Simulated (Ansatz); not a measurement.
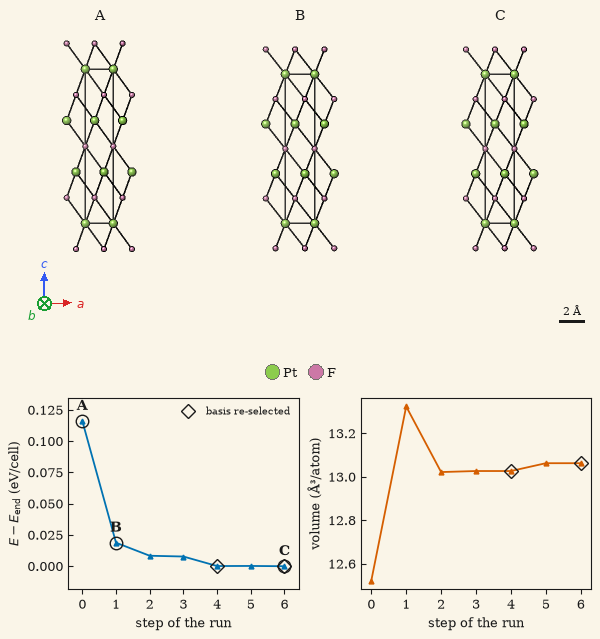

Frames of a relaxation of solid PtF (built on the CuPt (L1_1)_166 type) (coarse preliminary run), marked on the history of the run. The picture is a ball-and-stick view of the conventional cell (3 times the calculation's cell), seen along the b axis. Lengths and directions refer to the drawn axes.

Case: CuPt (L1_1) type (R-3m, No. 166).

Method: DFT PBE, scalar-relativistic, plane waves, PAW (Ansatz 0.2.0).

Input file:
```yaml
crystal:
  lattice:
    - [1.3141962657, 0.7587515678, 4.185958476]
    - [-1.3141962657, 0.7587515678, 4.185958476]
    - [0.0, -1.5175031355, 4.185958476]
  atoms:
    - { symbol: Pt, position: [0.0, 0.0, 0.0] }
    - { symbol: F, position: [0.5, 0.5, 0.5] }
basis:
  ecutwfc: 420
kpoints:
  mp_grid: { grid: [6, 6, 6] }
hamiltonian:
  xc: pbe
scf:
  occupations: { method: gaussian, width: 0.1 }
  lower_state_search: "off"
output:
  forces: true
  stress: true
  eigenvalues: true
relax:
  adjacent_minimum: "off"
  f_tol: 0.04
  max_steps: 70
  cell: { stress_tol: 0.4 }
```

Run as
```bash
ansatz run input.yaml --threads 1 --pin off --max-ram 2560MiB --backend cpu --events-out ev --progress --plain --runs-dir out
```

Question: What happens along the run?

Answer: The atoms keep their places relative to the cell (all moves are under 0.005 Å). Cell: a = b 2.628 → 2.731 Å (+3.9 %), c 12.558 → 12.136 Å (−3.4 %). Volume +4.3 %. Among the contacts that change: Pt1–Pt1 2.628 → 2.731 Å, Pt1–F2 2.585 → 2.565 Å. The space group stays R-3m (No. 166). The energy falls by 0.116 eV per cell of the calculation in 4 accepted moves (6 points after the start). All forces vanish by symmetry, so only the cell relaxes. Pressure: 10.02 GPa at the start and 0.02 GPa at the end. At 2 points the geometry stayed and the basis and grid were re-selected for the new cell (energy shift of 7.6 meV per cell of the calculation at most each time). From step 0 to 1: volume +6.4 %, energy −97.4 meV per cell of the calculation. From step 1 to 6: volume −2.0 %, energy −18.8 meV per cell of the calculation.

```
step  E − E(0), meV/atom  pressure, GPa  volume, Å³/atom                      note
   0                0.00          10.02           12.522                          
   1              -48.69          -3.76           13.324                          
   2              -53.90           0.00           13.022                          
   3              -54.21           0.03           13.027                          
   4              -58.02           0.48           13.027  same geometry, new basis
   5              -57.99           0.01           13.063                          
   6              -58.10           0.02           13.063  same geometry, new basis
```
